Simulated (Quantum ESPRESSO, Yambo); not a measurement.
# Quasiparticle gap of BAs (F-43m) in Yambo, part 3 of 3

How does a plane-wave GW calculation on BAs (F-43m) run from the first input to the gap?

Quantum ESPRESSO 7.5 and Yambo 5.3.0; PBE and many-body steps on it, plane waves. Known limits of the many-body steps: not at the basis limit; exchange with frozen shells missing; no spin-orbit coupling.

So far. Step 3 (Bands along the symmetry lines): The gap is 1.209 eV, as in the run before at this level. Step 4 (Empty states on the mesh, 6×6×6 mesh, 70 bands): On this mesh the gap is 1.294 eV. The earlier step found 1.209 eV, so this mesh misses an edge.

## 6. Screening and self-energy, 6×6×6 mesh, 70 bands, screening to 129.3 eV

Now the one-shot GW correction: screening in the RPA, then the self-energy of the levels asked for.

This step: G0W0 on PBE, plane waves, norm-conserving pseudopotentials.

File gw1.in:

```
HF_and_locXC
gw0
dyson
ppa
em1d
rim_cut
RandQpts= 1000000
RandGvec= 1 RL
EXXRLvcs= 76 Ry
VXCRLvcs= 304 Ry
Chimod= "HARTREE"
% BndsRnXp
 1 | 70 |
%
NGsBlkXp= 9.5 Ry
% LongDrXp
 1 | 1 | 1 |
%
% GbndRnge
 1 | 70 |
%
DysSolver= "n"
ExtendOut
PPAPntXp= 27.21138 eV
% QPkrange
 1 | 16 | 7 | 13 |
%
```

Launch:

```console
OMP_NUM_THREADS=1 mpirun -n 4 yambo -F gw1.in -J gw1 -C gw1 > gw1.log
```

What it wrote:

```text
 Yambo, version 5.3.0

 [02] CORE Variables Setup
 =========================

  [... cell, symmetries and grids as in the set-up ...]

  [02.05] Energies & Occupations
  ==============================

  [X] === General ===
  [X] Electronic Temperature                        :  0.000000  0.000000 [eV K]
  [X] Bosonic    Temperature                        :  0.000000  0.000000 [eV K]
  [X] Finite Temperature mode                       : no
  [X] El. density                                   :  0.66049E+24 [cm-3]
  [X] Fermi Level                                   :  11.34311 [eV]

  [X] === Gaps and Widths ===
  [X] Conduction Band Min                           :  1.294135 [eV]
  [X] Valence Band Max                              :  0.000000 [eV]
  [X] Filled Bands                                  :   9
  [X] Empty Bands                                   :   10   70
  [X] Direct Gap                                    :  3.292229 [eV]
  [X] Direct Gap localized at k                     :  1
  [X] Indirect Gap                                  :  1.294135 [eV]
  [X] Indirect Gap between kpts                     :   1  10
  [X] Last valence band width                       :  4.947480 [eV]
  [X] 1st conduction band width                     :  3.060953 [eV]

 [03] Transferred momenta grid and indexing
 ==========================================

 IBZ Q-points                                      :  16
 BZ  Q-points                                      :  216

 K/Q-points units:
 rlu = crystal or reduced units; cc = cartesian coordinates; iku = interal k-units

 Q [ 1]         [rlu]:  0.000000  0.000000  0.000000
 Q [ 2]         [rlu]: -0.44040E-17 -0.44040E-17  0.16667
 Q [ 3]         [rlu]: -0.88081E-17 -0.88081E-17  0.33333
 Q [ 4]         [rlu]: -0.63303E-17 -0.63303E-17 -0.50000
 Q [ 5]         [rlu]: -0.90023E-17  0.16667      0.16667
 Q [ 6]         [rlu]: -0.14373E-16  0.16667      0.33333
 Q [ 7]         [rlu]:  0.33135E-17  0.16667      0.50000
 Q [ 8]         [rlu]: -0.63303E-17  0.16667     -0.33333
 Q [ 9]         [rlu]:  0.28747E-16  0.16667     -0.16667
 Q [10]         [rlu]: -0.18005E-16  0.33333      0.33333
     [... 4 further rows ...]
 Q [15]         [rlu]:  0.166667  0.333333 -0.333333
 Q [16]         [rlu]:  0.166667 -0.500000 -0.333333

 [04] Coloumb potential Random Integration (RIM)
 ===============================================

  [04.01] RIM initialization
  ==========================

  * Diagonal components only detected *

  8 x (sBL volume)        :  0.049954 [a.u.]
  sBZ random points       :  1000000
  Points outside the sBZ  :   7968281
  RL volume               :  1.348768 [a.u.]
  Integrated volume       :  1.354137 [a.u.]

  [04.02] RIM integrals
  =====================

  Gamma point sphere radius             :  0.066805 [a.u.]
  Points outside the sphere             :   800476
  [Int_sBZ(q=0) 1/q^2]*(Vol_sBZ)^(-1/3) =:  7.776341
                                 should be <:  7.795600

  Summary of Coulomb integrals for non-metallic bands |Q|[au] RIM/Bare

  Q [1] 0.100000E-4 0.997530 * Q [2] 0.200926 1.068930
  Q [5] 0.232009 1.068679 * Q [9] 0.328110 1.029814
  Q [6] 0.384743 1.023420 * Q [3] 0.401851 1.020719
  Q [10] 0.464018 1.017590 * Q [8] 0.505652 1.014476
  Q [14] 0.518788 1.014367 * Q [7] 0.568303 1.012582
  Q [11] 0.602777 1.011829 * Q [4] 0.602777 1.011206
  Q [12] 0.656220 1.010226 * Q [15] 0.686291 1.009617
  Q [13] 0.696026 1.009452 * Q [16] 0.733676 1.008801

 [05] Dipoles
 ============

  [05.01] Setup: observables and procedures
  =========================================

 [06] Dynamic Dielectric Matrix (PPA)
 ====================================

 [WR./gw1//ndb.pp]---------------------------------------------------------------
  Brillouin Zone Q/K grids (IBZ/BZ)                :   16  216   16  216
  RL vectors                                       :  2733 [WF]
  Coulomb cutoff potential                         : none
  Electronic Temperature                           :  0.000000 [K]
  Bosonic    Temperature                           :  0.000000 [K]
  PPA    diel. fun.  energies                      : Perdew, Burke & Ernzerhof(X)+Perdew, Burke & Ernzerhof(C)
  wavefunctions                                    : Perdew, Burke & Ernzerhof(X)+Perdew, Burke & Ernzerhof(C)
  Global Gauge                                     : length
  X matrix size                                    :  137
  X band range                                     :    1   70
  X e/h energy range                               : -1.000000 -1.000000 [eV]
  X Time ordering                                  : R
  X Hxc Kernel                                     : HARTREE
  X Drude frequency                                :  0.000000  0.000000
  X poles                                          :  100.0000 [o/o]
  RL vectors in the sum                            :  2733
  [r,Vnl] included                                 : yes
  Field direction                                  :  0.577350E-5  0.577350E-5  0.577350E-5
  BZ energy Double Grid                            : no
  BZ energy DbGd points                            : 0
  BZ Q point size factor                           : -1.000000
  X Optical Averaged directions                    : none

 [07] Local Exchange-Correlation + Non-Local Fock
 ================================================

 [VXC] Plane waves :  16457
 [EXS] Plane waves :  2109

 QP @ state[ 1 ] K range:   1  16
 QP @ state[ 1 ] b range:   7  13

 [xc] Functional : Perdew, Burke & Ernzerhof(X)+Perdew, Burke & Ernzerhof(C)
 [xc] LIBXC used to calculate xc functional
  PP Number of Atomic Species                      :  2
  NLCC RL compoments                               :  16457
  PP Number of Atomic Species                      :  2
  NLCC RL compoments                               :  16457

 [xc] E_xc :  -12.07688 [Ha]
      E_xc :  -24.15377 [Ry]

  Local XC kind (lXC) : Perdew, Burke & Ernzerhof(X)+Perdew, Burke & Ernzerhof(C)
  Non-Local XC kind (nlXC) : Hartree-Fock

  Corrections @ K [1] :  [eV]
 <7|nlXC|7> = -15.45160  0.67997E-17 <7|lXC|7> = -13.70138  0.47169E-16
 <8|nlXC|8> = -15.45166  0.97225E-17 <8|lXC|8> = -13.70138  0.18879E-15
 <9|nlXC|9> = -15.45159  0.53174E-17 <9|lXC|9> = -13.70138  0.18882E-15
 <10|nlXC|10> = -8.482384  0.29762E-17 <10|lXC|10> = -12.55019  0.70815E-16
 <11|nlXC|11> = -8.482511  0.61937E-18 <11|lXC|11> = -12.55019 -0.41906E-19
 <12|nlXC|12> = -8.482360  0.55836E-17 <12|lXC|12> = -12.55019  0.18882E-15
 <13|nlXC|13> = -8.955129 -0.17028E-17 <13|lXC|13> = -14.35086  0.37763E-15

  Corrections @ K [2] :  [eV]
 <7|nlXC|7> = -16.13177  0.13557E-16 <7|lXC|7> = -13.17599 -0.28322E-15
 <8|nlXC|8> = -15.49145  0.13789E-16 <8|lXC|8> = -13.47612 -0.23612E-16
 <9|nlXC|9> = -15.49131  0.79309E-17 <9|lXC|9> = -13.47612 -0.18882E-15
[...]
Corrections @ K [3] :  [eV]
[...]
Corrections @ K [4] :  [eV]
[...]
Corrections @ K [5] :  [eV]
[...]
[... 10 further k-points ...]
  Corrections @ K [16] :  [eV]
[...]
<9|nlXC|9> = -15.83150  0.86838E-17 <9|lXC|9> = -12.08616 -0.11777E-16
 <10|nlXC|10> = -6.498212  0.14355E-17 <10|lXC|10> = -11.36596  0.25960E-15
 <11|nlXC|11> = -7.002285 -0.41006E-18 <11|lXC|11> = -11.89359 -0.12979E-15
 <12|nlXC|12> = -6.397089 -0.98482E-18 <12|lXC|12> = -12.69759  0.21394E-16
 <13|nlXC|13> = -6.424809  0.63858E-18 <13|lXC|13> = -12.54077 -0.48653E-16

  [07.01] Hartree-Fock occupations report
  =======================================

  [Hartree-Fock] === General ===
  [Hartree-Fock] Electronic Temperature             :  0.000000  0.000000 [eV K]
  [Hartree-Fock] Bosonic    Temperature             :  0.000000  0.000000 [eV K]
  [Hartree-Fock] Finite Temperature mode            : no
  [Hartree-Fock] El. density                        :  0.66049E+24 [cm-3]
  [Hartree-Fock] Fermi Level                        :  11.34311 [eV]

  [Hartree-Fock] === Gaps and Widths ===
  [Hartree-Fock] Conduction Band Min                :  5.296900 [eV]
  [Hartree-Fock] Valence Band Max                   : -1.750218 [eV]
  [Hartree-Fock] Filled Bands                       :   9
  [Hartree-Fock] Empty Bands                        :   10   70
  [Hartree-Fock] Direct Gap                         :  9.110255 [eV]
  [Hartree-Fock] Direct Gap localized at k          :  1
  [Hartree-Fock] Indirect Gap                       :  7.047117 [eV]
  [Hartree-Fock] Indirect Gap between kpts          :   1  10
  [Hartree-Fock] Last valence band width            :  6.942610 [eV]
  [Hartree-Fock] 1st conduction band width          :  4.264508 [eV]

 [08] Dyson equation: Newton solver
 ==================================

  [08.01] G0W0 (W PPA)
  ====================

  [  GW  ] Bands range     :    1   70
  [GW/PPA] G damping       :  0.100000 [eV]

  QP @ state[ 1 ] K range:   1  16
  QP @ state[ 1 ] b range:   7  13

   Sc/G bands                                       :    1   70
   Sc/G damping                                     :  0.100000 ev
   Sc bands terminator                              : no
   Sx RL components                                 :  2109

   QP @ state[ 1 ] K range                          :   1  16
   QP @ state[ 1 ] b range                          :   7  13
   GF energies kind                                 : Perdew, Burke & Ernzerhof(X)+Perdew, Burke & Ernzerhof(C)
   GF WF`s kind                                     : Perdew, Burke & Ernzerhof(X)+Perdew, Burke & Ernzerhof(C)
   Xs energies kind                                 : Perdew, Burke & Ernzerhof(X)+Perdew, Burke & Ernzerhof(C)
   Xs WF`s kind                                     : Perdew, Burke & Ernzerhof(X)+Perdew, Burke & Ernzerhof(C)

 [11] Game Over & Game summary
```

Wall time 7.7 min (4 MPI ranks of Arm Neoverse V1, shared host); peak memory 1.5 GiB.

Numbers from this step:

```yaml
g0w0_gap_on_the_mesh: 2.146 eV
starting_gap_on_the_mesh: 1.294 eV
k_of_the_valence_top: 0, 0, 0
k_of_the_conduction_bottom: 0, 0.3333, 0.3333
least_direct_g0w0_gap_on_the_computed_points: 4.087 eV
z_at_the_valence_top: 0.8057
z_at_the_conduction_bottom: 0.8146
```

The gap on the mesh goes from 1.29 eV to 2.15 eV, a correction of +0.85 eV. The start differs from the 1.21 eV found before because the two sample other k points.

Limits: finite bands, cutoff and mesh; exchange with frozen shells missing; no spin-orbit coupling. v1 is the top filled band, c1 the lowest empty one. The levels before and after the correction (eV, zero at the valence-band top of each column):

```csv
,conduction bottom,valence top
Kohn-Sham,1.29,0.00
G0W0,2.15,0.00
```

```csv
,level,energy (eV)
Kohn-Sham,Γ v3-v1,0.000
Kohn-Sham,Γ c1-c3,3.292
Kohn-Sham,Γ c4,4.688
Kohn-Sham,(0 0.333 0.333) v3,-5.939
Kohn-Sham,(0 0.333 0.333) v2-v1,-3.451
Kohn-Sham,(0 0.333 0.333) c1,1.294
Kohn-Sham,(0 0.333 0.333) c2,3.157
Kohn-Sham,(0 0.333 0.333) c3-c4,9.169
G0W0,Γ v3-v1,0.000
G0W0,Γ c1-c3,4.087
G0W0,Γ c4,5.542
G0W0,(0 0.333 0.333) v3,-6.265
G0W0,(0 0.333 0.333) v2-v1,-3.715
G0W0,(0 0.333 0.333) c1,2.146
G0W0,(0 0.333 0.333) c2,4.066
G0W0,(0 0.333 0.333) c3-c4,10.179
```

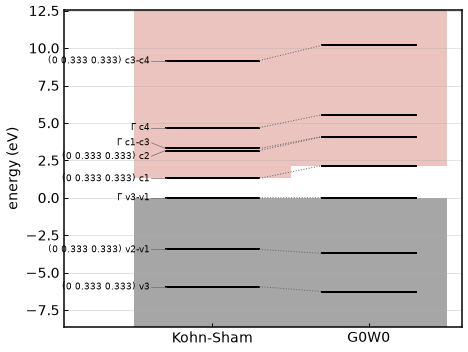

Levels before and after the correction. Shaded: valence and conduction bands.

## 7. Where the time went

Times are wall times on the hardware named with each run, good to a factor of about two.

```csv
step,time,share,memory (GiB)
ground state,4.6 s,1 %,0.21
bands along the symmetry lines,2.8 s,1 %,0.18
empty states on the mesh,4.5 s,1 %,0.23
conversion and set-up,2.4 s,1 %,0.24
screening and self-energy,7.7 min,97 %,1.5
```

## 8. What came out

| Quantity | Value |
| --- | --- |
| PBE gap | 1.21 eV, indirect |
| G0W0 gap on the mesh | 2.15 eV |
| G0W0 gap over the zone (rigid shift) | 2.06 eV |
| GW settings | 6×6×6 mesh, 70 bands, screening to 129.3 eV, Godby-Needs plasmon pole |
| known limits | not at the basis limit; exchange with frozen shells missing; no spin-orbit coupling |

G0W0 moves the gap on the mesh from 1.29 eV to 2.15 eV (+0.85 eV), with Z of 0.81 and 0.81 at the edges. The mesh misses the band edges by 0.08 eV in all; a rigid shift gives 2.06 eV for the zone. The dearest step here is «screening and self-energy». Against experiment, by G0W0@PBE: the gap of 2.06 eV lies +0.24 eV from the measured 1.82 eV (indirect, 300 K, 2019); the direct gap of 4.09 eV lies −0.03 eV from the measured 4.12 eV (direct, 300 K, 2019); the gap of 2.06 eV lies +0.04 eV from the measured 2.02 eV (indirect, 300 K, 2019). An exciton line or allowed optical edge lies below the quasiparticle gap by the binding energy; a forbidden edge can push the onset above it. The calculation has static nuclei and no excitons; a measured gap holds zero-point and thermal motion, which mostly lowers it. Bands and cutoff are finite, so the gap is not at the basis limit. The miss can reach some tenths of an eV and take either sign; the mesh is an error of its own. A denser mesh or path gives a starting gap of 1.21 eV: the GW mesh misses a band edge, so its gaps are not the fundamental one. The norm-conserving file of at least one element keeps a d shell over frozen s and p shells of the same row. Exchange with those shells is missing from the self-energy, an error of 0.3 to 0.9 eV in cases checked, whose sign depends on which edge lies on those atoms. The many-body steps are scalar-relativistic: spin-orbit coupling is not in them.

[Paths, hosts, dates, memory and timing lines, banners, echoed tables and standing remarks are left out of the program output.]

[Logs are printed without paths, hosts, clocks, repeated set-up lines and the standing remarks that a program may print on its own settings, such as how far it seeks lower states.]

[Runs of the session that timed out or met a known fault of the program may be left out.]

[Hosts, paths, dates, database ids (printed as entryN), source tags and the programs' standing remarks are cut or masked in the printed files.]
